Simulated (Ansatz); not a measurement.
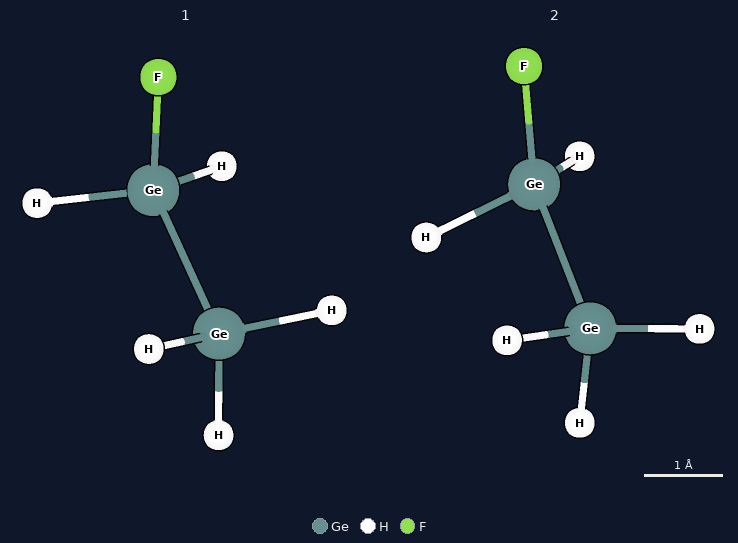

Two geometries of Ge₂H₅F, drawn at one scale. One is the start of a relaxation, the other its converged end. A ball-and-stick model, seen from a free direction.

The calculation used Ansatz, RKS PBE/def2-SVP. Set-up: no spin polarisation; force threshold 0.03 eV/Å; at most 50 steps.

Which one is relaxed?

Answer. Structure 1 is the relaxed one. The run prepares an end point of a later path (reaction) calculation, from a guessed geometry. Over 5 geometry steps the energy falls by 26.0 kJ/mol. Largest force component: 0.82 eV/Å at the start, 0.013 eV/Å at the end. The atom that moves furthest after the best rigid fit is an H atom (0.63 Å). By element the largest moves are H 0.63 Å, F 0.19 Å, Ge 0.17 Å. Near-neighbour distances that change, for instance: Ge–Ge 2.394 → 2.440 Å, Ge–H 1.545 → 1.555 Å, F–Ge 1.764 → 1.771 Å. Bond angles that change, for instance: Ge–Ge–H 87.1° → 113.5°, Ge–Ge–H 124.5° → 113.5°, Ge–Ge–H 120.8° → 110.1°. The run took 4.9 s on 2 threads of Intel(R) Xeon(R) 6975P-C (Granite Rapids), with other jobs on the host, peak memory 0.16 GiB.
